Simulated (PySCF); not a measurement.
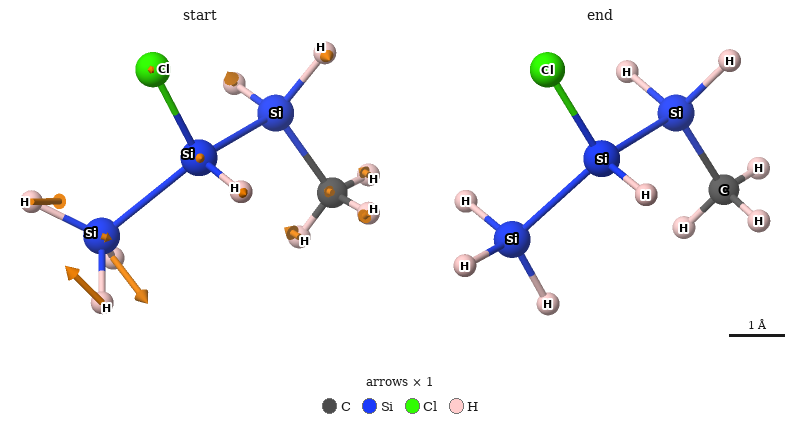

The structure of CH$_{9}$ClSi$_{3}$ before (left) and after (right) a relaxation, at one scale. The orange arrows give the displacements, at their true length.

A ball-and-stick model, seen at a tilt.

The start comes from GFN2-xTB. Its atoms were then displaced at random by about 0.01 Å.

Theory: PBE0-D3(BJ)/def2-SVP geometry optimisation, gas phase (PySCF). 

Summarise the run.

Answer. Over 17 geometry steps the energy falls by 0.288 eV. The atom that moves furthest after the best rigid fit is an H atom (1.29 Å). Largest moves by element: H 1.29 Å, C 0.24 Å, Si 0.20 Å, Cl 0.11 Å. Among the contacts that change: H–Si 1.432 → 1.495 Å, C–H 1.061 → 1.101 Å, H–Si 1.458 → 1.497 Å, Cl–Si 2.061 → 2.092 Å. Among the angles between lasting bonds that change: Si–Si–H 115.6° → 108.4°, Si–Si–Si 118.9° → 112.8°, Cl–Si–H 101.9° → 107.8°. Groups turn about Si–Si by about 50°. Cost: 2.3 min on 1 thread of Arm Neoverse V2, with other jobs on the host.
